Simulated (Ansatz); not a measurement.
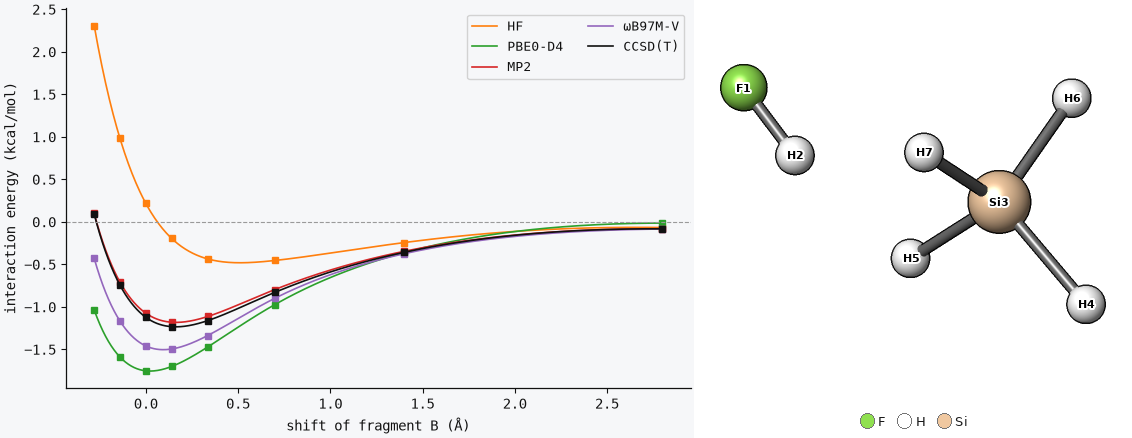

Interaction curve of the pair FH (A) and H₄Si (B), from the arrangement drawn (closest contact, H···H pairs aside, F1···H5 2.69 Å; others can bind more strongly), without the energy that it costs to deform the partners. The Ansatz code, def2-TZVPPD, cores frozen in correlated methods. Fragment B of a pair is moved rigidly from the minimum (PBE0-D4/def2-TZVP) along the line between the fragments' mean atom positions; interaction energies with counterpoise. Splines pass through the computed points, which are marked.

### Where is the minimum of each curve?

HF: near 0.51 Å, −0.48 kcal/mol; PBE0-D4: near 0.02 Å, −1.75 kcal/mol; MP2: near 0.16 Å, −1.18 kcal/mol; ωB97M-V: near 0.10 Å, −1.50 kcal/mol; CCSD(T): near 0.16 Å, −1.23 kcal/mol (from the spline).

### Which curve follows CCSD(T) best, and which worst?

Best MP2, worst HF; largest departures, offsets in depth included: MP2 0.05, ωB97M-V 0.52, PBE0-D4 1.13, HF 2.22 kcal/mol. CCSD(T) is in the same finite basis, not at its limit.

### Give the values at the computed points.

In kcal/mol:
| shift of fragment B (Å) | HF | PBE0-D4 | MP2 | ωB97M-V | CCSD(T) |
| --- | --- | --- | --- | --- | --- |
| −0.28 | 2.31 | −1.03 | 0.10 | −0.43 | 0.09 |
| −0.14 | 0.98 | −1.59 | −0.71 | −1.17 | −0.74 |
| 0.00 | 0.22 | −1.75 | −1.07 | −1.46 | −1.12 |
| 0.14 | −0.19 | −1.70 | −1.18 | −1.49 | −1.23 |
| 0.34 | −0.44 | −1.47 | −1.11 | −1.34 | −1.16 |
| 0.70 | −0.45 | −0.97 | −0.80 | −0.90 | −0.83 |
| 1.40 | −0.24 | −0.36 | −0.35 | −0.37 | −0.36 |
| 2.80 | −0.07 | −0.01 | −0.08 | −0.08 | −0.08 |
